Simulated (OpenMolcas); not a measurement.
GaF: excited-state calculation (part 2 of 4)

The same run, continued: GaF, SMILES [F][Ga]; CASPT2/ANO-RCC-VTZP, DKH2 (OpenMolcas 26.06). The geometry comes from this level: GFN2-xTB.

Geometry of the input (Å):
```
F  0.0000  0.0000  0.0000
Ga 0.0000  0.0000  1.7992
```

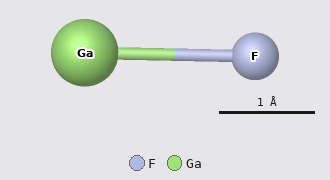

**Figure 1.** The structure (ball-and-stick view, seen at a tilt). Sticks mark near contacts.

**What the program printed, continued**
```
      Charge (e):
                      =   -0.0000
      Dipole Moment (debye):
      Origin of the operator (angstrom)=    0.0000    0.0000    1.4104
                   X=  2.2795E-10               Y=  9.1778E-11               Z=  2.7397E+00           Total=  2.7397E+00
      Quadrupole Moment (debye*angstrom):
      Origin of the operator (angstrom)=    0.0000    0.0000    1.4104
                  XX= -2.0965E+01              XY=  4.1901E-11              XZ= -1.3535E-09              YY= -2.0965E+01
                  YZ= -5.5886E-10              ZZ= -3.4695E+01
      In traceless form (debye*angstrom)
                  XX=  6.8648E+00              XY=  6.2852E-11              XZ= -2.0302E-09              YY=  6.8648E+00
                  YZ= -8.3829E-10              ZZ= -1.3730E+01
--

      LoProp population analysis for root number:  2
      -----------------------------------------------

++    LoProp analysis:
      ----------------

++    Static properties:
      ------------------

      LoProp Charges per center

                   F1       GA2
      Nuclear      9.0000  31.0000
      Electronic  -9.6058 -30.3942

      Total       -0.6058   0.6058
--

      Natural Bond Order analysis for root number:  2

++    Natural Bond Order analysis
      ---------------------------
      Based on LoProp computed density
      -------------------------------------------------------------------------------------
      Atom A       Atom B       Bond Order
      -------------------------------------------------------------------------------------
      NBO located      0.933 non-bonded electrons on atom F1
      NBO located      0.998 non-bonded electrons on atom F1
      NBO located      1.000 non-bonded electrons on atom F1
      NBO located      1.000 non-bonded electrons on atom F1
      NBO located      1.006 non-bonded electrons on atom GA2
      NBO located      0.997 non-bonded electrons on atom GA2
      NBO located      0.997 non-bonded electrons on atom GA2
      NBO located      1.000 non-bonded electrons on atom GA2
      NBO located      1.000 non-bonded electrons on atom GA2
      NBO located      1.000 non-bonded electrons on atom GA2
      NBO located      0.999 non-bonded electrons on atom GA2
      NBO located      0.999 non-bonded electrons on atom GA2
      NBO located      1.000 non-bonded electrons on atom GA2
      NBO located      1.000 non-bonded electrons on atom GA2
      NBO located      1.000 non-bonded electrons on atom GA2
      NBO located      1.000 non-bonded electrons on atom GA2
      NBO located      1.000 non-bonded electrons on atom GA2
      NBO located      1.000 non-bonded electrons on atom GA2
      The remaining    1.756 electrons are to be considered as diffuse
--

--

      Von Neumann Entropy (Root   3) =  0.03753

      Mulliken population analysis for root number:  3
      -----------------------------------------------

++    Molecular charges:
      ------------------

      Mulliken charges per centre
      ---------------------------

                F1      GA2
      Total    9.2886 30.7114

      N-E     -0.2886  0.2886

      Total electronic charge=   40.000000

      Total            charge=   -0.000000
--

      Expectation values of various properties for root number:  3
      -----------------------------------------------------------

++    Molecular properties:
      ---------------------

      Charge (e):
                      =   -0.0000
      Dipole Moment (debye):
      Origin of the operator (angstrom)=    0.0000    0.0000    1.4104
                   X=  7.9665E-10               Y=  3.1592E-10               Z=  4.0441E+00           Total=  4.0441E+00
      Quadrupole Moment (debye*angstrom):
      Origin of the operator (angstrom)=    0.0000    0.0000    1.4104
                  XX= -2.3532E+01              XY=  4.3077E-11              XZ= -2.5981E-09              YY= -2.3532E+01
                  YZ= -1.0570E-09              ZZ= -4.1657E+01
      In traceless form (debye*angstrom)
                  XX=  9.0623E+00              XY=  6.4615E-11              XZ= -3.8972E-09              YY=  9.0623E+00
                  YZ= -1.5855E-09              ZZ= -1.8125E+01
--

      LoProp population analysis for root number:  3
      -----------------------------------------------

++    LoProp analysis:
      ----------------

++    Static properties:
      ------------------

      LoProp Charges per center

                   F1       GA2
      Nuclear      9.0000  31.0000
      Electronic  -9.6181 -30.3819

      Total       -0.6181   0.6181
--

      Natural Bond Order analysis for root number:  3

++    Natural Bond Order analysis
      ---------------------------
      Based on LoProp computed density
      -------------------------------------------------------------------------------------
      Atom A       Atom B       Bond Order
        F1           GA2            0.740
      -------------------------------------------------------------------------------------
      NBO located      1.480 electrons involved in    1 bonds.
      NBO located      0.995 non-bonded electrons on atom F1
      NBO located      1.000 non-bonded electrons on atom F1
      NBO located      1.000 non-bonded electrons on atom F1
      NBO located      1.019 non-bonded electrons on atom GA2
      NBO located      0.996 non-bonded electrons on atom GA2
      NBO located      0.996 non-bonded electrons on atom GA2
      NBO located      1.000 non-bonded electrons on atom GA2
      NBO located      1.000 non-bonded electrons on atom GA2
      NBO located      1.000 non-bonded electrons on atom GA2
      NBO located      0.999 non-bonded electrons on atom GA2
      NBO located      0.999 non-bonded electrons on atom GA2
      NBO located      1.000 non-bonded electrons on atom GA2
      NBO located      1.000 non-bonded electrons on atom GA2
      NBO located      1.000 non-bonded electrons on atom GA2
      NBO located      1.000 non-bonded electrons on atom GA2
      NBO located      1.000 non-bonded electrons on atom GA2
      NBO located      1.000 non-bonded electrons on atom GA2
      The remaining    0.756 electrons are to be considered as diffuse
--

--

      Average orbitals are written to the RASORB file
      Natural orbitals for root   1 are written to the RASORB.1 file
      Natural orbitals for root   2 are written to the RASORB.2 file
      Natural orbitals for root   3 are written to the RASORB.3 file
      Spin density orbitals for root   1 are written to the SPDORB.1 file
      Spin density orbitals for root   2 are written to the SPDORB.2 file
      Spin density orbitals for root   3 are written to the SPDORB.3 file

--- Stop Module: rasscf /rc=_RC_ALL_IS_WELL_ ---
           step5.RasOrb.3 step5.rasscf.h5 step5.SpdOrb.1 step5.SpdOrb.2 step5.SpdOrb.3 xmldump
--- Module rasscf spent 2 seconds ---

--- Start Module: caspt2 ---

                                              &CASPT2

                       available to each process: 1.9 GB of memory, 1 thread

 ###############################################################################
 ###    WARNING: User changed nr of frozen orbitals.                         ###
 ###############################################################################

++    Wave function specifications:
      -----------------------------

      Number of closed shell electrons          20
      Number of electrons in active shells       2
      Max number of holes in RAS1 space          0
      Max number of electrons in RAS3 space      0
      Number of inactive orbitals               10
      Number of active orbitals                  2
      Number of secondary orbitals              52
      Spin quantum number                      0.0
      State symmetry                             1
      Number of CSFs                             3
      Number of CASSCF root(s) available         3
      CASPT2 state passed to geometry opt.       3
      A file JOBMIX will be created
      This is a MULTI-STATE CASSCF reference
      Number of CI roots used                    3
      These are:                                 1   2   3
      Off-diagonal elements of Heff are computed
--

++    Orbital specifications:
      -----------------------

      Symmetry species                           1
                                                 a
      Frozen orbitals                            9
      Inactive orbitals                         10
      Active orbitals                            2
      Secondary orbitals                        52
      Deleted orbitals                           0
      Number of basis functions                 73
--

++    CASPT2 specifications:
      ----------------------

      Type of calculation                        MS-CASPT2
      Fock operator                              state-specific
      IPEA shift                                 0.25
      Real shift                                 0.00
      Imaginary shift                            0.20
      The input orbitals will be transformed to quasi-canonical
--

--------------------------------------------------------------------------------
 Estimated memory requirements:
  POLY3 :                   250070
  RHS:                      417964
  SIGMA :                   401580
  PRPCTL:                        0
 Available workspace:    232487438

++ CASPT2 computation for group   1

********************************************************************************
 Multi-State initialization phase begins for group   1
--------------------------------------------------------------------------------
********************************************************************************
 Compute H0 matrices for state    1
--------------------------------------------------------------------------------
--------------------------------------------------------------------------------
 H0 matrices have been computed.

********************************************************************************
  CASPT2 EQUATION SOLUTION
--------------------------------------------------------------------------------

  Total nr of CASPT2 parameters:
   Before reduction:      210266
   After  reduction:      203577

 Variance of |WF0>:       6.8302932543

 The contributions to the second order correlation energy in atomic units.
-----------------------------------------------------------------------------------------------------------------------------
  IT.      VJTU        VJTI        ATVX        AIVX        VJAI        BVAT        BJAT        BJAI        TOTAL       RNORM
-----------------------------------------------------------------------------------------------------------------------------
   1    -0.000293   -0.000300   -0.002963   -0.007382   -0.016024   -0.014967   -0.062392   -0.658244   -0.762564    0.000825
   2    -0.000296   -0.000301   -0.002971   -0.007380   -0.016028   -0.014972   -0.062401   -0.658284   -0.762632    0.000049
   3    -0.000296   -0.000301   -0.002971   -0.007381   -0.016028   -0.014972   -0.062401   -0.658286   -0.762635    0.000003
-----------------------------------------------------------------------------------------------------------------------------

  FINAL CASPT2 RESULT:

      Reference energy:       -2041.7806807816
      E2 (Non-variational):      -0.7626348148
      Shift correction:          -0.0016303367
      E2 (Variational):          -0.7642651515
      Total energy:           -2042.5449459331
      Residual norm:              0.0000001821
      Reference weight:           0.88701

      Contributions to the CASPT2 correlation energy
      Active & Virtual Only:         -0.0179424780
      One Inactive Excited:          -0.0700782826
      Two Inactive Excited:          -0.6746140542

++ Denominators, etc.
--------------------------------------------------------------------------------------------------------------
 Report on small energy denominators, large coefficients, and large energy contributions.
CASE  SYMM ACTIVE-MIX  NON-ACTIVE INDICES          DENOMINATOR     RHS VALUE       COEFFICIENT     CONTRIBUTION
ATVX     1  Mu1.0001  Se1.024                       0.69418738     -0.02389561      0.02838699     -0.00067832
BVATP    1  Mu1.0001  Se1.022 Se1.022               0.90565339     -0.04400537      0.04653238     -0.00204767
BVATP    1  Mu1.0001  Se1.023 Se1.023               0.90565339     -0.04400537      0.04653238     -0.00204767
BVATP    1  Mu1.0001  Se1.026 Se1.022               1.24004083      0.04162336     -0.03283841     -0.00136684
BVATP    1  Mu1.0001  Se1.027 Se1.023               1.24004083      0.04162336     -0.03283841     -0.00136684
BJAIP    1  Se1.049 In1.012 Se1.049 In1.012         9.93316478      0.22297766     -0.02243689     -0.00500293
BJAIP    1  Se1.050 In1.013 Se1.050 In1.013         9.93316478      0.22297766     -0.02243689     -0.00500293
BJAIM    1  Se1.049 In1.012 Se1.049 In1.013         9.93316478      0.31590704     -0.03178724     -0.01004181
BJAIM    1  Se1.061 In1.012 Se1.061 In1.013        13.88240784      0.39378159     -0.02835962     -0.01116750
BJAIM    1  Se1.049 In1.012 Se1.051 In1.014        10.18401813      0.26334065     -0.02584538     -0.00680614
BJAIM    1  Se1.050 In1.013 Se1.051 In1.014        10.18401813      0.26334065     -0.02584538     -0.00680614
BJAIM    1  Se1.049 In1.012 Se1.050 In1.015        10.18401813      0.26334065     -0.02584538     -0.00680614
BJAIM    1  Se1.050 In1.013 Se1.050 In1.015        10.18401813      0.26334065     -0.02584538     -0.00680614
BJAIM    1  Se1.051 In1.014 Se1.051 In1.015        10.43487147     -0.25405167      0.02433481     -0.00618230
BJAIM    1  Se1.049 In1.012 Se1.052 In1.016        10.37414393     -0.23070429      0.02222413     -0.00512720
BJAIM    1  Se1.050 In1.013 Se1.052 In1.016        10.37414393     -0.23070429      0.02222413     -0.00512720
BJAIM    1  Se1.052 In1.014 Se1.052 In1.016        10.62499728     -0.25592987      0.02407308     -0.00616102
BJAIM    1  Se1.051 In1.015 Se1.052 In1.016        10.62499728     -0.25592987      0.02407308     -0.00616102
BJAIM    1  Se1.030 In1.018 Se1.030 In1.019         2.04067169     -0.07049006      0.03418996     -0.00241005
BJAIM    1  Se1.037 In1.018 Se1.037 In1.019         4.46913560      0.13261559     -0.02961435     -0.00392732
--

   (Skipping property calculation,
    use PROP keyword to activate)
--

++ CASPT2 computation for group   2

********************************************************************************
 Multi-State initialization phase begins for group   2
--------------------------------------------------------------------------------
********************************************************************************
 Compute H0 matrices for state    2
--------------------------------------------------------------------------------
--------------------------------------------------------------------------------
 H0 matrices have been computed.

********************************************************************************
  CASPT2 EQUATION SOLUTION
--------------------------------------------------------------------------------

  Total nr of CASPT2 parameters:
   Before reduction:      210266
   After  reduction:      203577

 Variance of |WF0>:       6.7444718475

 The contributions to the second order correlation energy in atomic units.
-----------------------------------------------------------------------------------------------------------------------------
  IT.      VJTU        VJTI        ATVX        AIVX        VJAI        BVAT        BJAT        BJAI        TOTAL       RNORM
-----------------------------------------------------------------------------------------------------------------------------
   1    -0.000469   -0.001917   -0.006546   -0.014186   -0.029231   -0.010121   -0.048901   -0.657957   -0.769329    0.000444
   2    -0.000471   -0.001918   -0.006553   -0.014200   -0.029245   -0.010129   -0.048910   -0.657962   -0.769389    0.000017
```
